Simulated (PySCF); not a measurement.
**CH7PSi: a tour of settings**

Aim: see how CH7PSi (`C[SiH2]P`) answers to the choice of functional, basis, grid and SCF options.

Programs: PySCF 2.14.0, with density-fitted response routines of our own. Each step states its level of theory. These are calculated values for one molecule, in the gas phase or a continuum, unless marked as measured. Atoms are numbered from 0 throughout.

## (1) Starting geometry

10 atoms, charge 0, multiplicity 1; geometry from: GFN2-xTB.

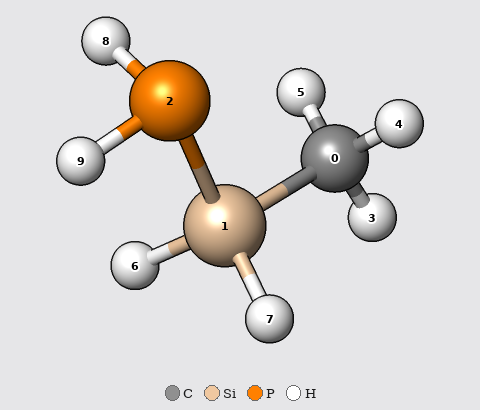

The starting geometry (carbon grey, silicon light orange, phosphorus orange, hydrogen white), atoms numbered.

## (2) NMR shieldings: PBE0/pcSseg-1

The job: settings as JSON, then the geometry in Å.

```
{"job": {"kind": "nmr", "xc": "PBE0", "basis": "pcSseg-1"}, "charge": 0, "multiplicity": 1}
C     -1.432924    -0.498144    -0.132117
Si     0.046988     0.691138    -0.114003
P      1.724742    -0.349903     0.953772
H     -2.319723    -0.011748    -0.525237
H     -1.660669    -0.849458     0.870657
H     -1.233097    -1.371101    -0.747631
H      0.391202     1.080066    -1.489559
H     -0.257400     1.903511     0.654606
H      2.064194    -1.172832    -0.104502
H      2.685570     0.583124     0.611486
```

With the program's defaults for keys left out, this is: GIAO PBE0/pcSseg-1 NMR shielding, non-relativistic, gas phase.

Launch:

```sh
$ OMP_NUM_THREADS=1 python probes_run.py task.json out
```

One launch serves the whole session: the jobs run in the order shown.

Standard output:

```text
coarse grid: 8680 points
cycle   1  E = -672.7856225583  dE = -7.801e-02  |g| = 3.074e-01  |ddm| = 2.628e+00
cycle   2  E = -672.7795028437  dE =  6.120e-03  |g| = 3.402e-01  |ddm| = 5.710e-01
cycle   3  E = -672.8103319743  dE = -3.083e-02  |g| = 2.197e-02  |ddm| = 3.049e-01
cycle   4  E = -672.8104575645  dE = -1.256e-04  |g| = 8.456e-03  |ddm| = 3.851e-02
cycle   5  E = -672.8104778697  dE = -2.031e-05  |g| = 1.879e-03  |ddm| = 1.500e-02
cycle   6  E = -672.8104787407  dE = -8.710e-07  |g| = 3.383e-04  |ddm| = 3.263e-03
final grid: 72664 points
cycle   7  E = -672.8276217186  dE = -1.229e-05  |g| = 4.833e-03  |ddm| = 1.660e-02
cycle   8  E = -672.8276190521  dE =  2.666e-06  |g| = 5.744e-03  |ddm| = 8.710e-03
cycle   9  E = -672.8276276459  dE = -8.594e-06  |g| = 2.004e-04  |ddm| = 4.846e-03
cycle  10  E = -672.8276276538  dE = -7.944e-09  |g| = 6.015e-05  |ddm| = 3.050e-04
cycle  11  E = -672.8276276548  dE = -9.343e-10  |g| = 1.411e-05  |ddm| = 1.009e-04
converged SCF energy = -672.8276276548

GIAO shielding tensors (ppm)
atom      isotropic    diamagn.    paramagn.     s11        s22        s33       span
  0 C      192.802     253.259     -60.457    186.792    193.839    197.776     10.984
  1 Si     400.090     880.306    -480.216    369.253    394.267    436.752     67.499
  2 P      622.269     967.518    -345.249    555.822    609.565    701.419    145.597
  3 H       31.318      29.800       1.518     26.368     27.969     39.617     13.249
  4 H       31.477      30.707       0.770     26.747     29.296     38.388     11.641
  5 H       31.522      31.119       0.403     26.984     29.293     38.288     11.304
  6 H       27.031      29.627      -2.596     23.139     25.427     32.527      9.388
  7 H       27.452      29.416      -1.964     23.954     25.589     32.813      8.859
  8 H       30.780      30.656       0.124     25.558     27.885     38.896     13.338
  9 H       30.660      29.964       0.696     25.406     27.011     39.565     14.159
```

Run time: 19 s. Hardware: 1 thread, shared host.

Shifts follow as δ = σ(reference) − σ, with reference shieldings (ppm) from runs at the same level and on the same kind of geometry: ¹H TMS 31.72, ¹³C TMS 186.9, ²⁹Si TMS 349.2, ³¹P H3PO4 318.4. The references are single molecules in the gas phase, so shifts against H2O, NH3, PH3, H3PO4 or CFCl3 are not on the usual liquid scales and can be off by tens of ppm. Atoms listed in one row are averaged.

| atoms | environment | σ (ppm) | δ (ppm) | δ scaled to CDCl3 |
| --- | --- | --- | --- | --- |
| C0 | methyl carbon bonded to Si | 192.8 | -5.9 | -7.7 |
| H6, H7 | hydrogen on a silicon bonded to C, P | 27.24 | 4.48 | – |
| H8, H9 | hydrogen on a phosphorus bonded to Si | 30.72 | 1.00 | – |
| H3, H4, H5 | hydrogen on a methyl carbon bonded to Si | 31.44 | 0.28 | 0.37 |
| Si1 | silicon bonded to C, P, 2 H | 400.1 | -50.9 | – |
| P2 | phosphorus bonded to Si, 2 H | 622.3 | -303.9 | – |

The scaled column applies a straight-line fit of computed shieldings to shifts measured in CDCl3 (root-mean-square error 0.16 ppm for H, 1.9 ppm for C).

The run also stored atomic charges by several schemes (e):

| atoms | Mulliken | IAO | Hirshfeld | ESP fit |
| --- | --- | --- | --- | --- |
| C0 | -0.62 | -0.71 | -0.21 | -0.49 |
| Si1 | 0.43 | 0.59 | 0.29 | 0.56 |
| P2 | -0.23 | -0.11 | -0.03 | -0.40 |

ESP fit charges:

| atom | value (e) |
| --- | --- |
| C0 | -0.49 |
| Si1 | 0.56 |
| P2 | -0.40 |
| H3 | 0.11 |
| H4 | 0.13 |
| H5 | 0.14 |
| H6 | -0.17 |
| H7 | -0.11 |
| H8 | 0.12 |
| H9 | 0.11 |

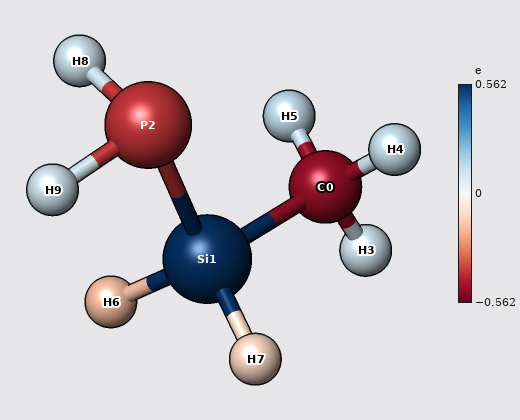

ESP fit charges, as colours on the atoms.

Mayer bond orders: C0–Si1 0.96, Si1–P2 1.00.

## (3) TDDFT and polarisability: PBE0/def2-SVPD

The job, as its differences from that of step 2:

```diff
@@ -1,2 +1,2 @@
-{"job": {"kind": "nmr", "xc": "PBE0", "basis": "pcSseg-1"}, "charge": 0, "multiplicity": 1}
+{"job": {"kind": "uv", "xc": "PBE0", "basis": "def2-SVPD", "nstates": 6, "ntriplets": 2}, "charge": 0, "multiplicity": 1}
 C     -1.432924    -0.498144    -0.132117
```

Level: TDDFT PBE0/def2-SVPD, vertical, gas phase, core orbitals frozen in the response.

Standard output:

```text
coarse grid: 8680 points
cycle   1  E = -672.5375498818  dE = -9.541e-02  |g| = 2.875e-01  |ddm| = 3.329e+00
cycle   2  E = -672.5322073097  dE =  5.343e-03  |g| = 3.181e-01  |ddm| = 7.218e-01
cycle   3  E = -672.5601338177  dE = -2.793e-02  |g| = 2.103e-02  |ddm| = 3.504e-01
cycle   4  E = -672.5602682980  dE = -1.345e-04  |g| = 8.507e-03  |ddm| = 5.272e-02
cycle   5  E = -672.5602942785  dE = -2.598e-05  |g| = 1.426e-03  |ddm| = 1.862e-02
cycle   6  E = -672.5602950964  dE = -8.179e-07  |g| = 4.116e-04  |ddm| = 3.886e-03
final grid: 72664 points
cycle   7  E = -672.6381125570  dE = -1.075e-05  |g| = 4.740e-03  |ddm| = 4.673e-02
cycle   8  E = -672.6381099109  dE =  2.646e-06  |g| = 5.657e-03  |ddm| = 1.122e-02
cycle   9  E = -672.6381186283  dE = -8.717e-06  |g| = 1.945e-04  |ddm| = 6.000e-03
cycle  10  E = -672.6381186409  dE = -1.256e-08  |g| = 5.427e-05  |ddm| = 4.867e-04
cycle  11  E = -672.6381186420  dE = -1.116e-09  |g| = 1.288e-05  |ddm| = 1.302e-04
cycle  12  E = -672.6381186421  dE = -6.412e-11  |g| = 2.183e-06  |ddm| = 2.796e-05
converged SCF energy = -672.6381186421

Static polarisability (au): isotropic 68.521, principal 59.069 65.198 81.298

Singlet excitations
state   eV       nm        f      main configurations
  1   6.4881    191.1   0.03247   H->L 0.53, H->L+1 0.25, H->L+2 0.18
  2   6.6319    187.0   0.02091   H->L+1 0.70, H->L 0.28
  3   7.0047    177.0   0.19707   H->L+2 0.72, H->L 0.14
  4   7.1837    172.6   0.05998   H->L+3 0.91
  5   7.7654    159.7   0.03008   H->L+4 0.79
  6   7.9285    156.4   0.02760   H-1->L 0.86

Triplet excitations (Tamm-Dancoff, eV): 5.5980 5.7346
```

It took 18 s on 1 thread, shared host.

Frontier orbitals and where they lie:

| orbital | eV | atoms |
| --- | --- | --- |
| HOMO−3 | -9.82 | Si1 29 %, H6 24 %, P2 17 % |
| HOMO−2 | -9.34 | Si1 30 %, H7 24 %, C0 23 % |
| HOMO−1 | -8.85 | P2 28 %, Si1 24 %, C0 21 % |
| HOMO | -7.37 | P2 65 %, Si1 15 %, H8 7 % |
| LUMO | 0.24 | Si1 30 %, P2 21 %, C0 14 % |
| LUMO+1 | 0.57 | P2 34 %, Si1 25 %, H8 18 % |
| LUMO+2 | 0.84 | P2 45 %, Si1 17 %, H9 15 % |

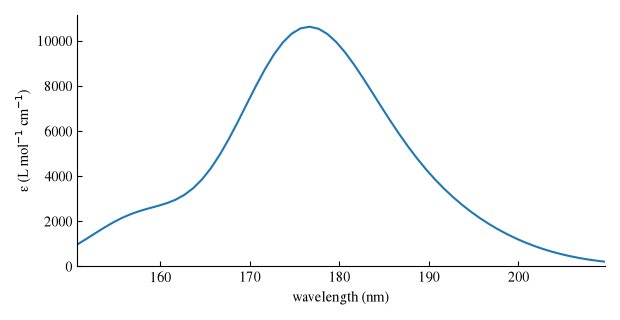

Absorption spectrum: each of the 6 states is a Gaussian band of 0.4 eV half-width at 1/e. Beyond the last state computed it falls off for lack of states.

Further results of this job:

| property | computed |
| --- | --- |
| dipole moment (D) | 0.93 |
| polarisability (Å³) | 10.15 |
| HOMO–LUMO gap (eV) | 7.61 |
| −ε(HOMO) (eV) | 7.37 |

## (4) TDDFT and polarisability: PBE0/6-311+G(2d,p) in chloroform

The job, as its differences from that of step 3:

```diff
@@ -1,2 +1,2 @@
-{"job": {"kind": "uv", "xc": "PBE0", "basis": "def2-SVPD", "nstates": 6, "ntriplets": 2}, "charge": 0, "multiplicity": 1}
+{"job": {"kind": "uv", "xc": "PBE0", "basis": "6-311+G(2d,p)", "solvent": "chloroform", "nstates": 25, "ntriplets": 2, "tda": true, "scf": {"conv": 1e-08}}, "charge": 0, "multiplicity": 1}
 C     -1.432924    -0.498144    -0.132117
```

Level: TDA PBE0/6-311+G(2d,p), vertical, IEF-PCM chloroform (non-equilibrium linear response), core orbitals frozen in the response.

Standard output:

```text
final grid: 72664 points
cycle   1  E = -672.8689742793  dE = -1.019e-01  |g| = 3.329e-01  |ddm| = 2.220e+00
cycle   2  E = -672.8644343580  dE =  4.540e-03  |g| = 3.350e-01  |ddm| = 4.487e-01
cycle   3  E = -672.8931263224  dE = -2.869e-02  |g| = 3.669e-02  |ddm| = 2.410e-01
cycle   4  E = -672.8934424474  dE = -3.161e-04  |g| = 7.995e-03  |ddm| = 3.544e-02
cycle   5  E = -672.8934576778  dE = -1.523e-05  |g| = 2.667e-03  |ddm| = 1.024e-02
cycle   6  E = -672.8934590826  dE = -1.405e-06  |g| = 2.600e-04  |ddm| = 3.097e-03
cycle   7  E = -672.8934591043  dE = -2.166e-08  |g| = 9.703e-05  |ddm| = 4.513e-04
cycle   8  E = -672.8934591073  dE = -3.045e-09  |g| = 1.709e-05  |ddm| = 1.339e-04
converged SCF energy = -672.8934591073

Static polarisability (au): isotropic 83.190, principal 72.051 79.016 98.504

Singlet excitations
state   eV       nm        f      main configurations
  1   6.3898    194.0   0.14736   H->L+1 0.93
  2   6.4506    192.2   0.04771   H->L 0.78, H->L+3 0.16
  3   6.7339    184.1   0.22716   H->L+3 0.69, H->L 0.17
  4   6.9606    178.1   0.07491   H->L+2 0.90
  5   7.4389    166.7   0.06123   H->L+4 0.93
  6   7.6139    162.8   0.05511   H->L+5 0.72, H->L+6 0.19
  7   7.6825    161.4   0.03561   H-1->L 0.88
  8   7.8369    158.2   0.08544   H-1->L+1 0.75, H->L+6 0.08
  9   7.8530    157.9   0.00223   H->L+6 0.60, H->L+5 0.18, H-1->L+1 0.12
 10   8.0654    153.7   0.02334   H->L+7 0.36, H-1->L+2 0.16, H->L+8 0.14
 11   8.1090    152.9   0.03027   H-2->L 0.62
 12   8.1491    152.1   0.11393   H-1->L+3 0.35, H->L+10 0.25, H-2->L 0.12
 13   8.2737    149.9   0.09088   H-1->L+2 0.41, H->L+8 0.20, H-2->L+1 0.17
 14   8.2983    149.4   0.04580   H-1->L+3 0.44, H->L+10 0.17, H->L+8 0.15
 15   8.3442    148.6   0.00728   H->L+9 0.50, H->L+8 0.25, H->L+10 0.13
 16   8.3909    147.8   0.05201   H-2->L+1 0.54, H->L+9 0.21
 17   8.4654    146.5   0.21014   H-1->L+2 0.25, H->L+10 0.20, H->L+7 0.12
 18   8.6152    143.9   0.03435   H-3->L 0.84
 19   8.7059    142.4   0.13295   H-2->L+2 0.77, H-2->L+3 0.08
 20   8.7477    141.7   0.01168   H-1->L+4 0.44, H-2->L+3 0.33
 21   8.8171    140.6   0.04143   H-1->L+4 0.42, H-2->L+3 0.32, H-3->L+1 0.19
 22   8.8742    139.7   0.05919   H->L+11 0.35, H-3->L+1 0.29
 23   8.9817    138.0   0.10319   H-1->L+5 0.47, H-3->L+1 0.19
 24   9.0081    137.6   0.04876   H->L+12 0.88
 25   9.0287    137.3   0.05867   H->L+11 0.40, H-1->L+5 0.26

Triplet excitations (Tamm-Dancoff, eV): 5.5573 5.7047
```

Run time: 23 s. Hardware: 1 thread, shared host.

Key values: HOMO -7.36 eV, LUMO 0.10 eV; lowest singlet 6.39 eV.

## (5) J couplings: PBE/3-21G

The job, as its differences from that of step 4:

```diff
@@ -1,2 +1,2 @@
-{"job": {"kind": "uv", "xc": "PBE0", "basis": "6-311+G(2d,p)", "solvent": "chloroform", "nstates": 25, "ntriplets": 2, "tda": true, "scf": {"conv": 1e-08}}, "charge": 0, "multiplicity": 1}
+{"job": {"kind": "j", "xc": "PBE", "basis": "3-21G"}, "charge": 0, "multiplicity": 1}
 C     -1.432924    -0.498144    -0.132117
```

Level: PBE/3-21G indirect spin-spin coupling, non-relativistic, gas phase.

Standard output:

```text
coarse grid: 8680 points
cycle   1  E = -669.1744147456  dE = -4.518e-01  |g| = 3.901e-01  |ddm| = 2.661e+00
cycle   2  E = -669.1215334230  dE =  5.288e-02  |g| = 5.706e-01  |ddm| = 1.159e+00
cycle   3  E = -669.2173528802  dE = -9.582e-02  |g| = 2.848e-02  |ddm| = 7.225e-01
cycle   4  E = -669.2176198533  dE = -2.670e-04  |g| = 1.282e-02  |ddm| = 7.639e-02
cycle   5  E = -669.2176799444  dE = -6.009e-05  |g| = 2.974e-03  |ddm| = 2.550e-02
cycle   6  E = -669.2176837070  dE = -3.763e-06  |g| = 5.548e-04  |ddm| = 7.524e-03
final grid: 72664 points
cycle   7  E = -669.2569361807  dE = -6.217e-06  |g| = 6.448e-03  |ddm| = 1.637e-02
cycle   8  E = -669.2569203481  dE =  1.583e-05  |g| = 9.838e-03  |ddm| = 1.836e-02
cycle   9  E = -669.2569476613  dE = -2.731e-05  |g| = 4.538e-04  |ddm| = 1.186e-02
cycle  10  E = -669.2569477301  dE = -6.882e-08  |g| = 9.137e-05  |ddm| = 7.402e-04
cycle  11  E = -669.2569477339  dE = -3.764e-09  |g| = 2.120e-05  |ddm| = 2.300e-04
cycle  12  E = -669.2569477341  dE = -1.905e-10  |g| = 4.990e-06  |ddm| = 4.794e-05
converged SCF energy = -669.2569477341

Indirect spin-spin couplings (Hz)
  i      j    bonds     total        FC       PSO       DSO        SD
  0 C    1 Si   1    -31.692   -31.771     1.121    -0.068    -0.973
  0 C    2 P    2     11.989    12.144    -0.174    -0.031     0.051
  0 C    3 H    1     93.623    91.486     1.450     0.687         -
  0 C    4 H    1     94.993    92.879     1.411     0.704         -
  0 C    5 H    1     94.133    91.977     1.450     0.705         -
  0 C    6 H    2      1.843     2.019     0.058    -0.235         -
  0 C    7 H    2     -0.124     0.058     0.070    -0.252         -
  0 C    8 H    3     -0.044    -0.042     0.029    -0.031         -
  0 C    9 H    3      5.959     6.308     0.044    -0.393         -
  1 Si   2 P    1     32.675    35.132     4.953    -0.058    -7.353
  1 Si   3 H    2      4.057     3.981     0.063     0.138    -0.125
  1 Si   4 H    2      4.953     4.861     0.090     0.125    -0.123
  1 Si   5 H    2      4.609     4.490     0.108     0.130    -0.119
  1 Si   6 H    1   -113.657  -113.731     0.645    -0.291    -0.279
  1 Si   7 H    1   -116.342  -116.441     0.675    -0.295    -0.282
  1 Si   8 H    2      4.549     4.476     0.073     0.036    -0.036
  1 Si   9 H    2      4.020     3.905     0.116     0.034    -0.035
  2 P    3 H    3      9.389     9.834     0.069    -0.547     0.032
  2 P    4 H    3      1.765     1.681     0.177     0.005    -0.099
  2 P    5 H    3     -0.825    -0.814     0.196    -0.086    -0.120
  2 P    6 H    2     -3.192    -2.210    -0.379    -0.387    -0.215
  2 P    7 H    2     16.876    17.248    -0.024    -0.277    -0.071
  2 P    8 H    1     96.438    90.327     5.336     0.567     0.207
  2 P    9 H    1     99.227    93.081     5.371     0.556     0.219
  3 H    4 H    2    -12.956   -11.750     1.227    -2.432         -
  3 H    5 H    2    -12.996   -11.802     1.230    -2.424         -
  3 H    6 H    3      0.073     0.492     0.134    -0.553         -
  3 H    7 H    3      1.257     1.597     0.107    -0.448         -
  3 H    8 H    4     -1.130    -0.371     0.345    -1.104         -
  3 H    9 H    4      0.153     1.293     0.326    -1.466         -
  4 H    5 H    2    -12.878   -11.746     1.200    -2.332         -
  4 H    6 H    3      5.811     7.617     0.517    -2.323         -
  4 H    7 H    3      0.410     0.825     0.142    -0.557         -
  4 H    8 H    4     -0.442    -0.043     0.115    -0.515         -
  4 H    9 H    4     -1.473    -0.224     0.240    -1.489         -
  5 H    6 H    3      1.023     1.313     0.092    -0.382         -
  5 H    7 H    3      6.490     8.313     0.511    -2.333         -
  5 H    8 H    4      0.467    -0.087    -0.173     0.726         -
  5 H    9 H    4     -1.413    -0.338     0.215    -1.290         -
  6 H    7 H    2      0.428     2.013     0.191    -1.775         -
  6 H    8 H    3      3.237     3.080    -0.056     0.212         -
  6 H    9 H    3      2.077     1.984    -0.043     0.137         -
  7 H    8 H    3      6.714     8.615     0.253    -2.154         -
  7 H    9 H    3      0.494     0.677     0.004    -0.187         -
  8 H    9 H    2    -11.284   -10.878     0.256    -0.662         -
```

Run time: 9.6 s. Hardware: 1 thread, shared host.

This basis has no tight s functions, so the Fermi-contact terms are rough.

Couplings of 1 Hz or more, nine at most for each number of bonds, with means over like pairs (isotopes 13C, 1H, 31P, 29Si):

| pair | bonds | J (Hz) | Fermi contact (Hz) |
| --- | --- | --- | --- |
| Si1–H6 | 1 | -115.0 | -115.1 |
| P2–H8 | 1 | 97.8 | 91.7 |
| C0–H3 | 1 | 94.2 | 92.1 |
| Si1–P2 | 1 | 32.7 | 35.1 |
| C0–Si1 | 1 | -31.7 | -31.8 |
| H3–H4 | 2 | -12.9 | -11.8 |
| C0–P2 | 2 | 12.0 | 12.1 |
| H8–H9 | 2 | -11.3 | -10.9 |
| P2–H6 | 2 | 6.8 | 7.5 |
| Si1–H3 | 2 | 4.5 | 4.4 |
| Si1–H8 | 2 | 4.3 | 4.2 |
| P2–H3 | 3 | 3.4 | 3.6 |
| H6–H8 | 3 | 3.1 | 3.6 |
| C0–H8 | 3 | 3.0 | 3.1 |
| H3–H6 | 3 | 2.5 | 3.4 |

The spin-dipole term was solved for some atoms only; pairs without it lack that part.

Shifts (PBE0/pcSseg-1, unscaled) and these couplings together give the proton spectrum at 500 MHz below.

¹H NMR δ 4.48 (d of sext, J = 6.8, 2.8 Hz, 2H), 1.00 (dt, J = 97.8, 3.1 Hz, 2H), 0.28 (dt, J = 3.4, 2.5 Hz, 3H). The letters are first-order; like nuclei with unlike couplings give more lines.

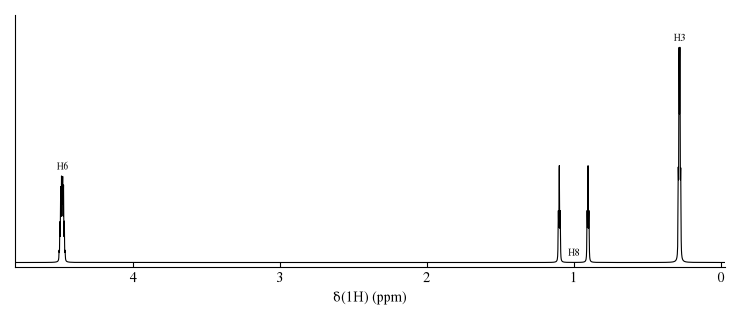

Simulated proton spectrum at 500 MHz, by exact diagonalisation of each spin system; lines 1.2 Hz wide, exchangeable protons uncoupled.

## (6) TDDFT and polarisability: PBE0/STO-3G

The job, as its differences from that of step 5:

```diff
@@ -1,2 +1,2 @@
-{"job": {"kind": "j", "xc": "PBE", "basis": "3-21G"}, "charge": 0, "multiplicity": 1}
+{"job": {"kind": "uv", "xc": "PBE0", "basis": "STO-3G", "nstates": 1, "ntriplets": 5, "tda": false, "scf": {"aux": "def2-qzvpp-jkfit"}, "grid": 3}, "charge": 0, "multiplicity": 1}
 C     -1.432924    -0.498144    -0.132117
```

Method: TDDFT PBE0/STO-3G, vertical, gas phase, core orbitals frozen in the response.

Standard output:

```text
final grid: 121136 points
cycle   1  E = -665.1734882141  dE = -4.149e-01  |g| = 2.352e-01  |ddm| = 3.410e+00
cycle   2  E = -665.1793302940  dE = -5.842e-03  |g| = 2.048e-01  |ddm| = 6.849e-01
cycle   3  E = -665.1937613905  dE = -1.443e-02  |g| = 6.279e-03  |ddm| = 3.166e-01
cycle   4  E = -665.1937739865  dE = -1.260e-05  |g| = 3.109e-03  |ddm| = 1.632e-02
cycle   5  E = -665.1937776851  dE = -3.699e-06  |g| = 4.331e-04  |ddm| = 5.892e-03
cycle   6  E = -665.1937777716  dE = -8.657e-08  |g| = 4.772e-05  |ddm| = 1.097e-03
cycle   7  E = -665.1937777729  dE = -1.205e-09  |g| = 9.780e-06  |ddm| = 1.304e-04
cycle   8  E = -665.1937777729  dE = -4.229e-11  |g| = 9.235e-07  |ddm| = 1.988e-05
converged SCF energy = -665.1937777729

Static polarisability (au): isotropic 27.205, principal 21.502 25.893 34.222

Singlet excitations
state   eV       nm        f      main configurations
  1   9.8456    125.9   0.23438   H->L 0.88, H-1->L 0.09

Triplet excitations (Tamm-Dancoff, eV): 7.7418 9.1783 10.2308 11.4722 11.6450
```

Wall time 7.8 s (1 thread, shared host).

Key values: HOMO -4.29 eV, LUMO 6.34 eV; lowest singlet 9.85 eV.

## (7) Comparing the runs: electronic excitations

Excitations and ground-state properties, with basis size and wall time:

| run | lowest singlet (eV) | brightest (eV) | f | gap (eV) | α (Å³) | μ (D) | functions | time |
| --- | --- | --- | --- | --- | --- | --- | --- | --- |
| PBE0/def2-SVPD | 6.49 | 7.00 | 0.197 | 7.61 | 10.15 | 0.93 | 124 | 18 s |
| PBE0/6-311+G(2d,p) in chloroform | 6.39 | 6.73 | 0.227 | 7.46 | 12.33 | 1.20 | 139 | 23 s |
| PBE0/STO-3G | 9.85 | 9.85 | 0.234 | 10.63 | 4.03 | 0.77 | 30 | 7.8 s |

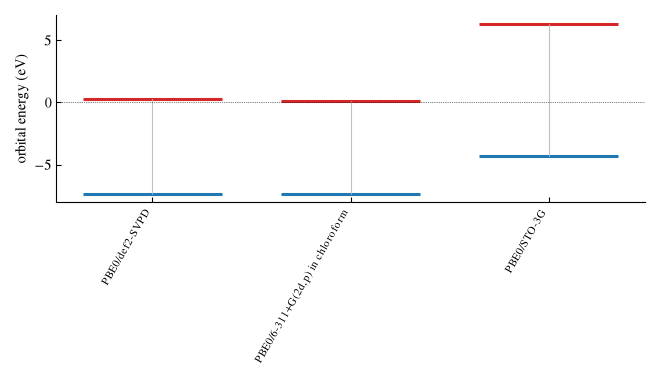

HOMO (blue) and LUMO (red) run by run.

## (8) Summary of results

| quantity | value |
| --- | --- |
| ¹³C shifts against TMS (PBE0/pcSseg-1) | -5.9 ppm |
| ¹H shifts against TMS (PBE0/pcSseg-1, means over atoms taken as alike) | 4.48, 1.00, 0.28 ppm |
| ²⁹Si shifts against TMS (PBE0/pcSseg-1) | -50.9 ppm |
| ³¹P shifts against H3PO4 (PBE0/pcSseg-1) | -303.9 ppm |
| lowest singlet (PBE0/def2-SVPD) | 6.49 eV (191 nm), f = 0.032 |
| brightest single state of those computed | state 3, 7.00 eV, f = 0.197 |
| lowest triplet | 5.60 eV |
| largest coupling of the table (PBE/3-21G) | ¹J(Si,H) Si1–H6, -115.0 Hz |
| range of the lowest singlet | 6.39 to 9.85 eV |
| property runs in this session | 5, of which 0 failed and 1 gave unsound results |

In words: Single values in the summary come from the first run of each kind that ended normally (PBE0/pcSseg-1; PBE0/def2-SVPD; PBE/3-21G), which need not be the best level. At PBE0/pcSseg-1: The largest span, 146 ppm, is at P2, where the paramagnetic term is -345 ppm. The lowest singlet, at 6.49 eV, is HOMO→LUMO 0.53, HOMO→LUMO+1 0.25 and is weak; of the 6 states computed, the strongest absorption comes from state 3 at 7.00 eV. The lowest triplet lies 0.89 eV below the lowest singlet (triplets in Tamm-Dancoff, singlets in full TDDFT). In the run at PBE/3-21G, the largest coupling of the table is Si1–H6 (mean over like pairs), -115.0 Hz, of which the Fermi-contact term gives -115.1 Hz. The lowest singlet runs from 6.39 eV (PBE0/6-311+G(2d,p) in chloroform) to 9.85 eV (PBE0/STO-3G), while the orbital gap spans 7.46 to 10.63 eV. A minimal basis can't describe excited states, so its value is no measure of the functional. The lowest state need not be the same one in every run. The runs solved for a few states only, so the brightest column depends on that window. Couplings from bases without tight functions are rough.
